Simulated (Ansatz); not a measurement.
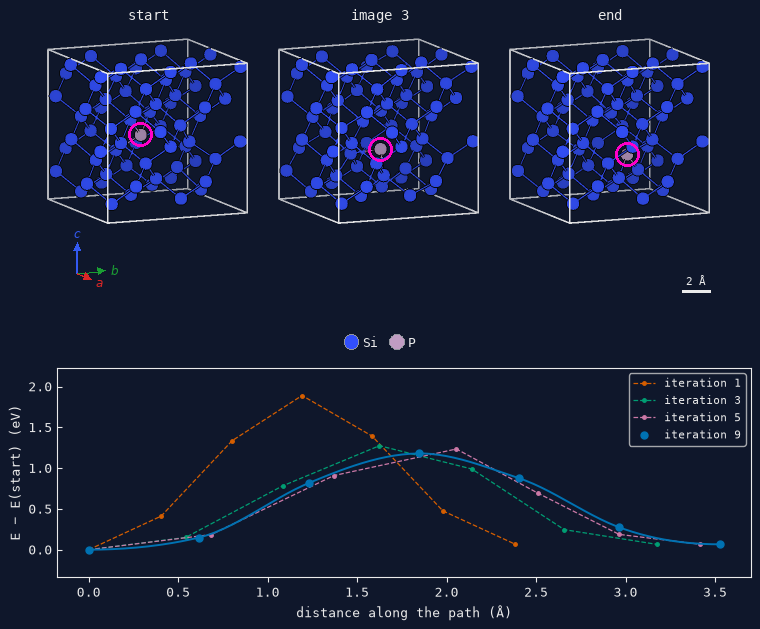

NEB run on Si with a Si vacancy (63 atoms in the cell). Images are numbered from 0 (start) to 6 (end). The plot follows the band through its iterations. A ball-and-stick model of the simulation cell (origin moved), seen slightly off an axis. The moving atom is ringed, with any periodic copies. Bonds to atoms that aren't drawn are left out.

These are results of DFT PBE-D3(BJ), scalar-relativistic, plane waves, PAW (Ansatz), not measurements. Settings: plane-wave cutoff 420 eV; k-point mesh 1 × 1 × 1; Gaussian smearing 0.05 eV; spin collinear; 5 movable images; climbing image; force threshold 0.05 eV/Å; iteration limit 29; starting path by image-dependent pair potential.

> Judge this run.

The result is final at these settings. The band converged in 9 iterations. The climbing image converged on the top of the path. A check of its curvatures found one unstable direction (−4.7 eV/Å²), as a transition state must have. Where the two sites are alike by symmetry the ends should have one energy; a difference shows that they relaxed into different distortions of this small cell. The first iteration put the highest image at 1.89 eV. The energy climbs by 1.18 eV to image 3 and then falls by 1.11 eV, so the end point sits at +0.07 eV.

PAW datasets: the set soft_1.
